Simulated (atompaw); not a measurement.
# How the scale of all radii shapes a PAW (atompaw) potential for Zr

One potential is built and tested. Then the scale of all radii is changed, to learn what it costs or gains.

The numbers are computed with atompaw 4.2.0.5 (PBEsol, scalar-relativistic, spin-unpolarised reference atom).

**1. The design**

The settings as typed:

- element: zirconium (Zr, Z = 40)
- type: PAW
- frozen core: [Ar] 3d10 4s2
- valence charge: 10
- reference configuration: 4p6 4d2 5s1 5p0 (charge +1)
- partial waves: 5s (bound): rc 3.08 bohr; 5s channel at 2.9 Ry: rc 2.88 bohr; 4p (bound): rc 2.16 bohr; 5p (bound, empty): rc 2.62 bohr; 4d (bound): rc 3.08 bohr; 4d channel at 1.85 Ry: rc 3.08 bohr
- local potential: bessel scheme, radius 2.00 bohr
- core correction: smooth core density matched at 1.84 bohr
- augmentation charge: sinc compensation charge, radius 2.56 bohr; PAW radius 3.08 bohr; waves and projectors: custom rrkj vanderbiltortho

**2. Generation of the first potential**

Zr.input reads:

```
Zr 40
GGA-PBESOL scalarrelativistic loggrid 1500 logderivrange -5 5 251
5 5 4 0 0 0
5 0 1
5 1 0
4 2 2
0 0 0
c
c
c
c
v
c
c
v
v
c
v
2
3.08 2.56 2.00 1.84
y
2.9
n
n
y
1.85
n
custom rrkj vanderbiltortho sinc
bessel
3.08
2.88
2.16
2.62
3.08
3.08
PWSCFOUT
UPFDX 0.0125d0 UPFXMIN -7.d0 UPFZMESH 40.d0
END
```

On the command line:

```sh
$ atompaw < Zr.input > Zr.log
```

Output in the file Zr (summary file):

```text
 Completed calculations for Zr (AE)

 Exchange-correlation type: GGA, Perdew-Burke-Ernzerhof modified (PBEsol)

 Radial integration grid is logarithmic 
 r0 =   2.1400192E-04 h =   8.5600766E-03   n =      1500 rmax =   8.0000000E+01

 Scalar relativistic calculation

 AEatom converged in  27 iterations
   nz     =  40.00
   delta  =       1.651169841941E-15

 All Electron Orbital energies:         
  n  l      occupancy      energy
  1  0      2.0000000E+00 -1.3097563E+03
  2  0      2.0000000E+00 -1.8191282E+02
  3  0      2.0000000E+00 -3.0203643E+01
  4  0      2.0000000E+00 -4.4942992E+00
  5  0      1.0000000E+00 -7.3325733E-01
  2  1      6.0000000E+00 -1.6231022E+02
  3  1      6.0000000E+00 -2.3819168E+01
  4  1      6.0000000E+00 -2.8756138E+00
  5  1      0.0000000E+00 -4.5907017E-01
  3  2      1.0000000E+01 -1.3332063E+01
  4  2      2.0000000E+00 -7.3534100E-01

 Total energy
   Total                    :    -7192.43894042502961

 ---
 Completed calculations for Zr (SC)

 Exchange-correlation type: GGA, Perdew-Burke-Ernzerhof modified (PBEsol)

 Radial integration grid is logarithmic 
 r0 =   2.1400192E-04 h =   8.5600766E-03   n =      1500 rmax =   8.0000000E+01

 Scalar relativistic calculation

 SCatom converged in   4 iterations
   nz     =  40.00
   delta  =       1.459495491337E-16

 Valence Electron Orbital energies:         
  n  l      occupancy      energy
   5  0      1.0000000E+00 -7.3325734E-01
   4  1      6.0000000E+00 -2.8756138E+00
   5  1      0.0000000E+00 -4.5907017E-01
   4  2      2.0000000E+00 -7.3534100E-01

 Total energy
   Total                    :    -7192.43894042475586
   Valence                  :     -271.94393976876307

 PAW parameters: 
       lmax =            2
         rc =    3.0929675285426050     
        irc =         1120
   rc_shape =    2.5620173390598304     
    rc_vloc =    2.0159493007277995     
    rc_core =    1.8505445511296126     
   Vloc: truncated form - Vps(r)=A.sin(qr)/r for r<rc
   Projector type: RRKJ pseudization + Vanderbilt ortho.
   Sinc^2 compensation charge shape zeroed at   2.5620E+00

 Number of basis functions     6
 No.   n  nodes  l      Energy         Cp coeff         Occ
  1    5    4    0   -0.7332573E+00  0.7903563E+01  0.1000000E+01
  2  999    5    0    0.2900000E+01  0.2362975E+01  0.0000000E+00
  3    4    2    1   -0.2875614E+01 -0.6115658E+00  0.6000000E+01
  4    5    3    1   -0.4590702E+00  0.1697493E+02  0.0000000E+00
  5    4    1    2   -0.7353410E+00  0.2330911E+02  0.2000000E+01
  6  999    2    2    0.1850000E+01 -0.7078454E+01  0.0000000E+00

 Eigenvalues of overlap operator (in the basis of projectors):
    1        7.93975604E-01
    2        9.53038974E-01
    3        1.04922397E+00
    4        2.54777270E+01
    5        1.82822990E+02
    6        9.21816990E+02

 Orbital leakage outside PAW augmentation regions
   orb  is_core?  %out_of_sphere
   1 0    T           0.00
   2 0    T           0.00
   3 0    T           0.00
   4 0    T           0.09
   5 0    F          57.70
   2 1    T           0.00
   3 1    T           0.00
   4 1    F           0.55
   5 1    F          79.24
   3 2    T           0.00
   4 2    F          15.21

 Summary of PAW energies
   Total valence energy     :   -271.94394297390335
   Smooth energy            :     15.52046696390614
   One center               :   -287.46440993780948
   Smooth kinetic           :     17.23772442843496
   Vloc energy              :      1.50084627767110
   Smooth exch-corr         :     -7.88759887645844
   One-center xc            :   -215.42824561928774
```

Wall time 2.1 s (1 thread, shared host).

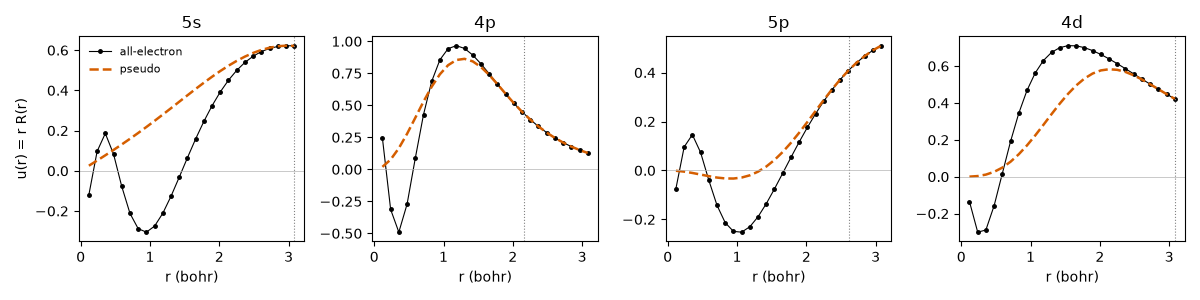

Bound waves of the atom and their pseudo partners (5s, 4p, 5p, 4d), with the matching radii dotted. The curves join 26 sampled radii, too few to resolve the innermost nodes.

**3. Logarithmic derivatives**

Taken from the files of the generation run. The phase is arctan(r·u′/u) with u = r·R, unwrapped, with energies in Ry. A pole is an energy at which the radial function vanishes at the test radius. The pseudo phase is shifted by a multiple of π to meet the all-electron one at the reference energy. Levels narrower than the energy grid can be missing from the poles. The last column is the largest difference on the grid between −1 and +1 Ry.

```tsv
channel	radius (bohr)	reference (Ry)	poles AE	poles PS	window around the reference with phases within 0.05 rad (Ry)	largest difference near zero (rad)
s	3.09	-0.73	-4.50, 0.97	0.73, 1.10	-4.4 to 0.8	3.111
p	3.09	-0.46	-2.83, 1.93	-2.83, 1.94	below 4.4	0.001
d	3.09	-0.74	-0.40, 3.75	-0.41, 3.64	the whole range	0.015
```

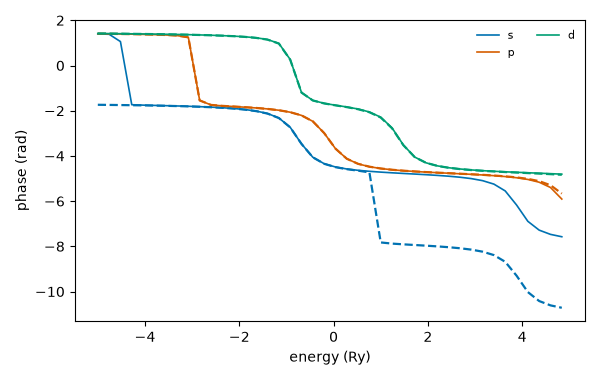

All-electron (solid) and pseudo (dashed) phases against energy.

**4. Plane-wave convergence, by spherical Bessel functions**

A separate test, outside the generator: the pseudo-atom's Hamiltonian at the reference potential is diagonalised in spherical Bessel functions j_l(qr) that vanish at 20 bohr, with q² up to the cutoff.

All-electron valence levels (Ry): 5s -0.7333, 4p -2.8756, 5p -0.4591, 4d -0.7353. The lowest levels of each channel (Ry) by cutoff; the last column sums, over occupied levels, occupation times the distance from the level at 400 Ry. A positive value at high cutoff is not a bound level.

```
cutoff (Ry)     s #1     p #1     p #2     d #1     f #1  Σ f·Δε (mRy)
          8  -0.7332  -2.5265  -0.4584  -0.7262  -0.0702        2113.1
         10  -0.7333  -2.7685  -0.4590  -0.7347  -0.0702         643.8
         15  -0.7333  -2.8732  -0.4591  -0.7352  -0.0702          14.8
         18  -0.7333  -2.8750  -0.4591  -0.7353  -0.0702           3.5
         21  -0.7333  -2.8751  -0.4591  -0.7353  -0.0702           3.1
         25  -0.7333  -2.8754  -0.4591  -0.7353  -0.0702           1.7
         30  -0.7333  -2.8756  -0.4591  -0.7353  -0.0702           0.4
         35  -0.7333  -2.8756  -0.4591  -0.7353  -0.0702           0.2
         40  -0.7333  -2.8756  -0.4591  -0.7353  -0.0702           0.2
        400  -0.7333  -2.8756  -0.4591  -0.7353  -0.0702           0.0
```

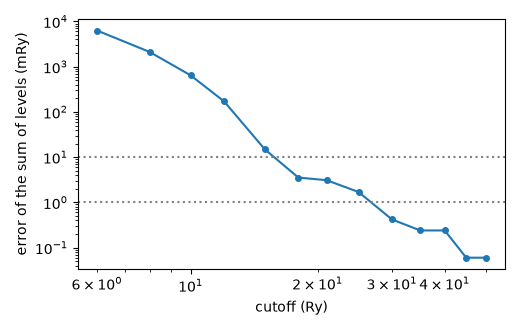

Occupation-weighted error of the valence levels against the cutoff; the dotted lines mark 10 and 1 mRy.

The sum stays within 10 mRy from 18 Ry and within 1 mRy from 30 Ry. The sum leaves out empty levels, which can need more. Ghost test: no level below the all-electron spectrum of its channel (s, p, d, f tested).

**5. Now with scale of all radii = 1.09**

Zr.input: that of step 2 with these lines changed.

```diff
@@ -19,3 +19,3 @@
 2
-3.08 2.56 2.00 1.84
+3.36 2.80 2.18 2.02
 y
@@ -29,8 +29,8 @@
 bessel
-3.08
-2.88
-2.16
-2.62
-3.08
-3.08
+3.36
+3.12
+2.34
+2.84
+3.36
+3.36
 PWSCFOUT
```

On the command line:

```sh
$ atompaw < Zr.input > Zr.log
```

Output in the file Zr (summary file):

```text
 Completed calculations for Zr (AE)

 Exchange-correlation type: GGA, Perdew-Burke-Ernzerhof modified (PBEsol)

 Radial integration grid is logarithmic 
 r0 =   2.1400192E-04 h =   8.5600766E-03   n =      1500 rmax =   8.0000000E+01

 Scalar relativistic calculation

 AEatom converged in  27 iterations
   nz     =  40.00
   delta  =       1.651169841941E-15

[... all-electron levels as in step 2 ...]

 Total energy
   Total                    :    -7192.43894042502961

 ---
 Completed calculations for Zr (SC)

 Exchange-correlation type: GGA, Perdew-Burke-Ernzerhof modified (PBEsol)

 Radial integration grid is logarithmic 
 r0 =   2.1400192E-04 h =   8.5600766E-03   n =      1500 rmax =   8.0000000E+01

 Scalar relativistic calculation

 SCatom converged in   4 iterations
   nz     =  40.00
   delta  =       1.459495491337E-16

 Valence Electron Orbital energies:         
  n  l      occupancy      energy
   5  0      1.0000000E+00 -7.3325734E-01
   4  1      6.0000000E+00 -2.8756138E+00
   5  1      0.0000000E+00 -4.5907017E-01
   4  2      2.0000000E+00 -7.3534100E-01

 Total energy
   Total                    :    -7192.43894042475586
   Valence                  :     -271.94393976876307

 PAW parameters: 
       lmax =            2
         rc =    3.3694092695062117     
        irc =         1130
   rc_shape =    2.8150029809591417     
    rc_vloc =    2.1961364924466000     
    rc_core =    2.0332818914529072     
   Vloc: truncated form - Vps(r)=A.sin(qr)/r for r<rc
   Projector type: RRKJ pseudization + Vanderbilt ortho.
   Sinc^2 compensation charge shape zeroed at   2.8150E+00

 Number of basis functions     6
 No.   n  nodes  l      Energy         Cp coeff         Occ
  1    5    4    0   -0.7332573E+00  0.3483941E+01  0.1000000E+01
  2  999    5    0    0.2900000E+01  0.3225890E+01  0.0000000E+00
  3    4    2    1   -0.2875614E+01 -0.9387498E+00  0.6000000E+01
  4    5    3    1   -0.4590702E+00  0.1422429E+02  0.0000000E+00
  5    4    1    2   -0.7353410E+00  0.2880977E+02  0.2000000E+01
  6  999    2    2    0.1850000E+01 -0.3114043E+01  0.0000000E+00

 Eigenvalues of overlap operator (in the basis of projectors):
    1        4.39467450E-01
    2        8.99468558E-01
    3        9.30632437E-01
    4        4.87741830E+01
    5        1.17935826E+02
    6        1.24099000E+03

 Orbital leakage outside PAW augmentation regions
   orb  is_core?  %out_of_sphere
   1 0    T           0.00
   2 0    T           0.00
   3 0    T           0.00
   4 0    T           0.03
   5 0    F          47.30
   2 1    T           0.00
   3 1    T           0.00
   4 1    F           0.24
   5 1    F          71.54
   3 2    T           0.00
   4 2    F          10.99

 Summary of PAW energies
   Total valence energy     :   -271.94565780390627
   Smooth energy            :     11.48168856123314
   One center               :   -283.42734636513944
   Smooth kinetic           :     13.49945224529957
   Vloc energy              :      1.00399139010565
   Smooth exch-corr         :     -6.06201909650691
   One-center xc            :   -217.25382539923928
```

It took 2.2 s on 1 thread, shared host.

Against the first potential, the loose cutoff goes from 18 Ry to 15 Ry and there is no bound ghost.

**6. Results**

Cutoffs, loose and tight: the cutoffs (Ry, on a coarse ladder) from which the occupation-weighted sum of valence levels, in a spherical-Bessel basis at the reference potential, stays within 10 and 1 mRy of its value at 400 Ry; empty and scattering waves don't count. The number of plane waves in a given cell goes as the cutoff to the power 3/2; it is given for the loose cutoff, relative to the first potential. The phase difference is the largest within 1 Ry of zero, over the channels with partial waves.

```tsv
scale of all radii	outcome	cutoff, loose	cutoff, tight	plane waves, relative	bound ghosts	phase difference near zero (rad)	lowest overlap eigenvalue (Bessel basis)
1 (first)	generated	18 Ry	30 Ry	1.00	none	3.111	0.590
1.09	generated	15 Ry	25 Ry	0.76	none	0.006	0.605
```

**Reading.** The loose cutoff is 18 Ry at 1 and 15 Ry at 1.09.

The first potential by itself. By its cutoff, 18 Ry for the looser tolerance, it is soft on the atom at that tolerance. The slowest occupied level is 4p: taken alone it needs 18 Ry to come within 1 mRy, against 10 Ry for 4d. The Bessel-basis test finds no level below the valence levels. Of the channels read, s scatters worst near zero energy, by up to 3.11 rad. A step near π is an extra or missing state, not a misfit of shape.
